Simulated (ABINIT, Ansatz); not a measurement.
# Te (P3_121): changed settings of a GW run in ABINIT

Aim: change inputs of a GW run on Te (P3_121) and see what moves.

Program: ABINIT 10.8.3. Level of theory: PBE and many-body steps on it, plane waves. Results are calculated unless marked as measured.

### Step 1. The structure

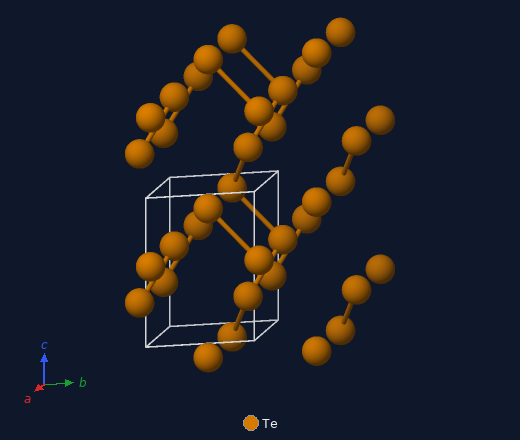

Start, viewed slightly off an axis; tellurium orange. 2×2×2 cells are drawn. Bonds to atoms that aren't drawn are left out. Some periodic images of atoms are drawn too.

As a file:

```cif
data_structure
_symmetry_space_group_name_H-M 'P 1'
_symmetry_Int_Tables_number 1
_cell_length_a 4.4572
_cell_length_b 4.4572
_cell_length_c 5.9290
_cell_angle_alpha 90.000
_cell_angle_beta 90.000
_cell_angle_gamma 120.000
_cell_volume 102.01
loop_
_atom_site_label
_atom_site_type_symbol
_atom_site_fract_x
_atom_site_fract_y
_atom_site_fract_z
_atom_site_occupancy
Te1 Te 0.26330 0.00000 0.33333 1
Te2 Te 0.00000 0.26330 0.66667 1
Te3 Te 0.73670 0.73670 0.00000 1
```

The cell and positions come from the Crystallography Open Database and are kept as given unless a step says otherwise. Spin-orbit coupling is left out unless a step names it.

### Step 2. Screening, 3×3×2 mesh, 303 bands, screening to 176.9 eV

This step: ABINIT 10.8.3; RPA screening on PBE, plane waves, norm-conserving pseudopotentials.

The RPA dielectric matrix is built and inverted for each q.

File run.abi:

```
acell 3*1.0 Angstrom
rprim 
  4.457199999972 0.000000000006 0.000000000000
  -2.228599999992 3.860048429721 0.000000000000
  0.000000000000 0.000000000000 5.929000000000
ntypat 1
znucl 52
natom 3
typat 1 1 1
xred 
  0.263300000000 0.000000000000 0.333333333333
  0.000000000000 0.263300000000 0.666666666667
  0.736700000000 0.736700000000 -0.000000000000
pp_dirpath "pseudos"
pseudos "Te.upf"
ecut 39
ngkpt 3 3 2
nshiftk 1
shiftk 0 0 0
kptopt 1
chksymbreak 0
istwfk *1
occopt 1
irdwfk 1
optdriver 3
nband 303
ecuteps 6.5
inclvkb 2
awtr 1
symchi 1
indata_prefix "in"
outdata_prefix "out"
tmpdata_prefix "tmp"
```

Started as:

```sh
$ OMP_NUM_THREADS=1 mpirun -n 16 abinit run.abi > log
```

The log of the run:

```text
.Version 10.8.3 of ABINIT. v10.8.2 released Aug 2026.

 Symmetries : space group P3_1 2 1 (#152); Bravais hP (primitive hexag.)
[... echo of the input left out ...]
== DATASET  1 ==================================================================
-   mpi_nproc: 16, omp_nthreads: 1 (-1 if OMP is not activated)

--- !DatasetInfo
iteration_state: {dtset: 1, }
dimensions: {natom: 3, nkpt: 6, mband: 303, nsppol: 1, nspinor: 1, nspden: 1, mpw: 8029, }
cutoff_energies: {ecut:  39.0, pawecutdg:  -1.0, }
electrons: {nelect:   7.20000000E+01, charge:   0.00000000E+00, occopt:   1.00000000E+00, tsmear:   1.00000000E-02, }

 SCREENING: Calculation of the susceptibility and dielectric matrices

 Based on a program developped by R.W. Godby, V. Olevano, G. Onida, and L. Reining.
 Incorporated in ABINIT by V. Olevano, G.-M. Rignanese, and M. Torrent.
.Using double precision arithmetic ; gwpc =  8

[... cell and pseudopotentials left out ...]
--------------------------------------------------------------------------------

 ==== K-mesh for the wavefunctions ====
 Number of points in the irreducible wedge :     6
[... list of points left out ...]
 Together with  6 symmetry operations and time-reversal symmetry
 yields    18 points in the full Brillouin Zone.

 ==== Q-mesh for the screening function ====
 Number of points in the irreducible wedge :     6
[... list of points left out ...]
 Together with  6 symmetry operations and time-reversal symmetry
 yields    18 points in the full Brillouin Zone.

 setmesh: FFT mesh size selected  =    30x   30x   45
          total number of points  =        40500

 vcoul_init : cutoff-mode = AUXILIARY_FUNCTION
 q-points for optical limit:   1
     1)      0.000010    0.000020    0.000030

- screening: taking advantage of time-reversal symmetry
- Maximum band index for partially occupied states nbvw = 36
- Remaining bands to be divided among processors   nbcw = 267
- Number of bands treated by each node ~16

 Number of electrons calculated from density =   72.0000; Expected =   72.0000
 average of density, n =  0.104592
 r_s =    1.3167
 omega_plasma =   31.1965 [eV]

 calculating chi0 at frequencies [eV] :
  1    0.000000E+00    0.000000E+00
  2    0.000000E+00    3.119646E+01

--------------------------------------------------------------------------------
  q-point number  1        q = ( 0.000000, 0.000000, 0.000000) [r.l.u.]
--------------------------------------------------------------------------------
[... chi0 elements left out ...]
 For q-point:  0.000010 0.000020 0.000030
  dielectric constant =   1.40723E+03
  dielectric constant without local fields =   1.74709E+03

  Average fulfillment of the sum rule on Im[epsilon] for q-point    1 :     71.40  [%]
[... wings left out ...]
  q-point number  2        q = ( 0.333333, 0.000000, 0.000000) [r.l.u.]
--------------------------------------------------------------------------------
[... chi0 elements left out ...]
  Average fulfillment of the sum rule on Im[epsilon] for q-point    2 :     75.10  [%]

 [... 4 further q-points ...]
```

Wall time 81 s (16 MPI ranks of Arm Neoverse V2, shared host); peak memory 5.3 GiB; 21 min of CPU time.

Numbers from this step:

```yaml
eps_infinity_with_local_fields_on_this_mesh_along_the_program_s_q_direction: 1407
the_same_without_local_fields: 1747
plasma_frequency: 31.20 eV
plane_waves_in_the_screening_matrix: 529
```

Local fields lower ε∞ by 19 %. The value itself is an artefact of the mesh, where one narrow direct gap carries too much weight.

### Step 3. Base

The self-energy is evaluated for the states that the input lists, and the levels follow from it, in one-shot runs by the linearised quasiparticle equation.

This step: G0W0 on PBE, plane waves, norm-conserving pseudopotentials.

Edit run.abi of step 2 so:

```diff
@@ -24,8 +24,17 @@
 irdwfk 1
-optdriver 3
+optdriver 4
 nband 303
+gwcalctyp 0
+ecutsigx 39
+symsigma 1
+nkptgw 2
+kptgw 
+  0.3333333333 0.3333333333 0.5000000000
+  0.0000000000 0.0000000000 0.0000000000
+bdgw 
+  35 39
+  34 38
 ecuteps 6.5
-inclvkb 2
-awtr 1
-symchi 1
+irdscr 1
+ppmodel 1
 indata_prefix "in"
```

The log of the run:

```text
.Version 10.8.3 of ABINIT. v10.8.2 released Aug 2026.

 Symmetries : space group P3_1 2 1 (#152); Bravais hP (primitive hexag.)
[... echo of the input left out ...]
== DATASET  1 ==================================================================
-   mpi_nproc: 16, omp_nthreads: 1 (-1 if OMP is not activated)

--- !DatasetInfo
iteration_state: {dtset: 1, }
dimensions: {natom: 3, nkpt: 6, mband: 303, nsppol: 1, nspinor: 1, nspden: 1, mpw: 8029, }
cutoff_energies: {ecut:  39.0, pawecutdg:  -1.0, }
electrons: {nelect:   7.20000000E+01, charge:   0.00000000E+00, occopt:   1.00000000E+00, tsmear:   1.00000000E-02, }

 SIGMA: Calculation of the GW corrections

 Based on a program developped by R.W. Godby, V. Olevano, G. Onida, and L. Reining.
 Incorporated in ABINIT by V. Olevano, G.-M. Rignanese, and M. Torrent.
.Using double precision arithmetic ; gwpc =  8

[... cell and pseudopotentials left out ...]
--------------------------------------------------------------------------------

 ==== K-mesh for the wavefunctions ====
 Number of points in the irreducible wedge :     6
[... list of points left out ...]
 Together with  6 symmetry operations and time-reversal symmetry
 yields    18 points in the full Brillouin Zone.

 ==== Q-mesh for screening function ====
 Number of points in the irreducible wedge :     6
[... list of points left out ...]
 Together with  6 symmetry operations and time-reversal symmetry
 yields    18 points in the full Brillouin Zone.

 vcoul_init : cutoff-mode = AUXILIARY_FUNCTION
 q-points for optical limit:   1
     1)      0.000010    0.000020    0.000030
 setmesh: FFT mesh size selected  =    45x   45x   72
          total number of points  =       145800

 Number of electrons calculated from density =   72.0000; Expected =   72.0000
 average of density, n =  0.104592
 r_s =    1.3167
 omega_plasma =   31.1965 [eV]

 === KS Band Gaps ===
  >>>> For spin  1
   Minimum direct gap =   0.1818 [eV], located at k-point      :   0.3333  0.3333  0.5000
   Fundamental gap    =   0.1818 [eV], Top of valence bands at :   0.3333  0.3333  0.5000
                                       Bottom of conduction at :   0.3333  0.3333  0.5000
 SIGMA fundamental parameters:
 PLASMON POLE MODEL  1
 number of plane-waves for SigmaX                 8029
 number of plane-waves for SigmaC and W            529
 number of plane-waves for wavefunctions          8029
 number of bands                                   303
 number of independent spin polarizations            1
 number of spinorial components                      1
 number of k-points in IBZ                           6
 number of q-points in IBZ                           6
 number of symmetry operations                       6
 number of k-points in BZ                           18
 number of q-points in BZ                           18
 number of frequencies for dSigma/dE                 9
 frequency step for dSigma/dE [eV]                0.25
 number of omega for Sigma on real axis              0
 max omega for Sigma on real axis  [eV]           0.00
 zcut for avoiding poles [eV]                     0.10

 EPSILON^-1 parameters (SCR file):
 dimension of the eps^-1 matrix on file            529
 dimension of the eps^-1 matrix used               529
 number of plane-waves for wavefunctions          8029
 number of bands                                   303
 number of q-points in IBZ                           6
 number of frequencies                               2
 number of real frequencies                          1
 number of imag frequencies                          1

 matrix elements of self-energy operator (all in [eV])

 Perturbative Calculation

--- !SelfEnergy_ee
iteration_state: {dtset: 1, }
kpoint     : [   0.333,    0.333,    0.500, ]
spin       : 1
KS_gap     :    0.182
QP_gap     :    0.455
Delta_QP_KS:    0.273
data: !SigmaeeData |
     Band     E0 <VxcDFT>   SigX SigC(E0)      Z dSigC/dE  Sig(E)    E-E0       E
       35   6.789 -13.358 -14.464   0.707   0.790  -0.266 -13.673  -0.315   6.473
       36   6.789 -13.358 -14.464   0.707   0.790  -0.266 -13.673  -0.315   6.473
       37   6.970 -12.734  -9.278  -3.510   0.792  -0.262 -12.776  -0.042   6.928
       38   8.255 -12.751  -9.028  -3.769   0.791  -0.264 -12.787  -0.036   8.218
       39   8.255 -12.751  -9.028  -3.769   0.791  -0.264 -12.787  -0.036   8.218

--- !SelfEnergy_ee
iteration_state: {dtset: 1, }
kpoint     : [   0.000,    0.000,    0.000, ]
spin       : 1
KS_gap     :    1.788
QP_gap     :    2.171
Delta_QP_KS:    0.383
data: !SigmaeeData |
     Band     E0 <VxcDFT>   SigX SigC(E0)      Z dSigC/dE  Sig(E)    E-E0       E
       34   5.149 -12.231 -14.293   1.517   0.783  -0.277 -12.658  -0.426   4.723
       35   5.149 -12.231 -14.293   1.517   0.783  -0.277 -12.658  -0.426   4.723
       36   6.054 -12.584 -14.420   1.313   0.786  -0.273 -12.994  -0.411   5.643
       37   7.841 -13.079  -9.444  -3.671   0.788  -0.269 -13.107  -0.028   7.813
       38   7.841 -13.079  -9.444  -3.671   0.788  -0.269 -13.107  -0.028   7.813

== END DATASET(S) ==============================================================
================================================================================

 -outvars: echo values of variables after computation  --------
           etotal      0.0000000000E+00
            nband         303
             nkpt           6
          spgroup         152
 [... the other variables as echoed above ...]

 Calculation completed.
```

The job ended after 19 s (16 MPI ranks; peak memory 4.4 GiB).

Numbers from this step:

```yaml
g0w0_gap_on_the_points_computed: 0.4550 eV
starting_gap_on_the_mesh: 0.1818 eV
k_of_the_valence_top: 0.3333, 0.3333, 0.5
k_of_the_conduction_bottom: 0.3333, 0.3333, 0.5
z_at_the_valence_top: 0.79
z_at_the_conduction_bottom: 0.792
least_direct_g0w0_gap_on_the_computed_points: 0.4550 eV
```

The gap on the mesh goes from 0.18 eV to 0.46 eV, a correction of +0.27 eV.

### Step 4. Broadening of the poles

Edit run.abi of step 3 so:

```diff
@@ -39,2 +39,3 @@
 ppmodel 1
+zcut 0.5 eV
 indata_prefix "in"
```

The log of the run:

```text
.Version 10.8.3 of ABINIT. v10.8.2 released Aug 2026.

 Symmetries : space group P3_1 2 1 (#152); Bravais hP (primitive hexag.)
[... echo of the input left out ...]
== DATASET  1 ==================================================================
-   mpi_nproc: 16, omp_nthreads: 1 (-1 if OMP is not activated)

--- !DatasetInfo
iteration_state: {dtset: 1, }
dimensions: {natom: 3, nkpt: 6, mband: 303, nsppol: 1, nspinor: 1, nspden: 1, mpw: 8029, }
cutoff_energies: {ecut:  39.0, pawecutdg:  -1.0, }
electrons: {nelect:   7.20000000E+01, charge:   0.00000000E+00, occopt:   1.00000000E+00, tsmear:   1.00000000E-02, }

 SIGMA: Calculation of the GW corrections

 Based on a program developped by R.W. Godby, V. Olevano, G. Onida, and L. Reining.
 Incorporated in ABINIT by V. Olevano, G.-M. Rignanese, and M. Torrent.
.Using double precision arithmetic ; gwpc =  8

[... cell and pseudopotentials left out ...]
--------------------------------------------------------------------------------

 ==== K-mesh for the wavefunctions ====
 Number of points in the irreducible wedge :     6
[... list of points left out ...]
 Together with  6 symmetry operations and time-reversal symmetry
 yields    18 points in the full Brillouin Zone.

 ==== Q-mesh for screening function ====
 Number of points in the irreducible wedge :     6
[... list of points left out ...]
 Together with  6 symmetry operations and time-reversal symmetry
 yields    18 points in the full Brillouin Zone.

 vcoul_init : cutoff-mode = AUXILIARY_FUNCTION
 q-points for optical limit:   1
     1)      0.000010    0.000020    0.000030
 setmesh: FFT mesh size selected  =    45x   45x   72
          total number of points  =       145800

 Number of electrons calculated from density =   72.0000; Expected =   72.0000
[...]
number of omega for Sigma on real axis              0
 max omega for Sigma on real axis  [eV]           0.00
 zcut for avoiding poles [eV]                     0.50

 EPSILON^-1 parameters (SCR file):
 dimension of the eps^-1 matrix on file            529
 dimension of the eps^-1 matrix used               529
 number of plane-waves for wavefunctions          8029
 number of bands                                   303
 number of q-points in IBZ                           6
 number of frequencies                               2
 number of real frequencies                          1
 number of imag frequencies                          1

 matrix elements of self-energy operator (all in [eV])

 Perturbative Calculation

--- !SelfEnergy_ee
iteration_state: {dtset: 1, }
kpoint     : [   0.333,    0.333,    0.500, ]
spin       : 1
KS_gap     :    0.182
QP_gap     :    0.455
Delta_QP_KS:    0.273
data: !SigmaeeData |
     Band     E0 <VxcDFT>   SigX SigC(E0)      Z dSigC/dE  Sig(E)    E-E0       E
       35   6.789 -13.358 -14.464   0.707   0.790  -0.266 -13.673  -0.315   6.473
       36   6.789 -13.358 -14.464   0.707   0.790  -0.266 -13.673  -0.315   6.473
       37   6.970 -12.734  -9.278  -3.510   0.792  -0.262 -12.776  -0.042   6.928
[...]
--- !SelfEnergy_ee
iteration_state: {dtset: 1, }
kpoint     : [   0.000,    0.000,    0.000, ]
spin       : 1
KS_gap     :    1.788
QP_gap     :    2.171
Delta_QP_KS:    0.383
data: !SigmaeeData |
     Band     E0 <VxcDFT>   SigX SigC(E0)      Z dSigC/dE  Sig(E)    E-E0       E
[...]
37   7.841 -13.079  -9.444  -3.671   0.788  -0.269 -13.107  -0.028   7.813
       38   7.841 -13.079  -9.444  -3.671   0.788  -0.269 -13.107  -0.028   7.813

== END DATASET(S) ==============================================================
================================================================================

 -outvars: echo values of variables after computation  --------
           etotal      0.0000000000E+00
            nband         303
             nkpt           6
          spgroup         152
 [... the other variables as echoed above ...]

 Calculation completed.
```

Elapsed: 19 s, on 16 MPI ranks; peak memory 4.4 GiB; 5 min of CPU time.

This step gave:

```yaml
g0w0_gap_on_the_points_computed: 0.4550 eV
starting_gap_on_the_mesh: 0.1818 eV
k_of_the_valence_top: 0.3333, 0.3333, 0.5
k_of_the_conduction_bottom: 0.3333, 0.3333, 0.5
z_at_the_valence_top: 0.79
z_at_the_conduction_bottom: 0.792
least_direct_g0w0_gap_on_the_computed_points: 0.4550 eV
```

Against G0W0 in ABINIT (3×3×2 mesh, 303 bands, screening to 176.9 eV, Godby-Needs plasmon pole), the gap moves by +0.000 eV.

(Part 1 of 2 ends here.)

[Paths, hosts, dates, memory and timing lines, banners, echoed tables and standing remarks are left out of the program output.]

[Logs are printed without paths, hosts, clocks, repeated set-up lines and the standing remarks that a program may print on its own settings, such as how far it seeks lower states.]

[Runs of the session that timed out or met a known fault of the program may be left out.]

[Hosts, paths, dates, database ids (printed as entryN), source tags and the programs' standing remarks are cut or masked in the printed files.]

[G0W0 gaps are taken among the corrected bands and points alone; a level outside them can change the order at an edge.]

[Where Ansatz stands beside ABINIT at settings called matched, ABINIT's density can come from a denser mesh and the files from another edition; pairs whose starting gaps differed by over 0.03 eV were left out, so agreement reads better than it is.]
